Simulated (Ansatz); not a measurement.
MgSe (rock salt), conventional cell a = b = c = 5.4498 Å, α = β = γ = 90.00°. The calculation uses the primitive cell of 2 atoms, to which meshes and values per cell refer.

E(V) scan at fixed shape, V₀ the volume above. Symmetry pins the atoms to their sites.

These are PBEsol (plane waves to 420 eV, PAW, scalar-relativistic; Ansatz, an electronic-structure program) values and carry that method's errors. k mesh 10×10×10 (Γ-centred), Fermi-Dirac smearing 0.05 eV. Energies are smeared free energies. MgSe was relaxed with its symmetry unable to fall. The zero of ΔE is the relaxed starting cell.

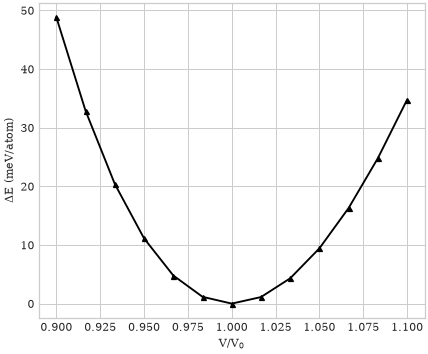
Fig. 1. ΔE (meV/atom) against V/V₀; one marker a computed point.

Q: What is ΔE at V/V₀ = 0.900?

A: About 49 meV/atom.

Q: What is ΔE at V/V₀ = 1.100?

A: About 35 meV/atom.

Q: What bulk modulus B₀ follows from a third-order Birch-Murnaghan fit?

A: About 65 GPa.

(A scan under strain: stresses follow from slopes of the energy per volume, elastic moduli from its curvatures.)
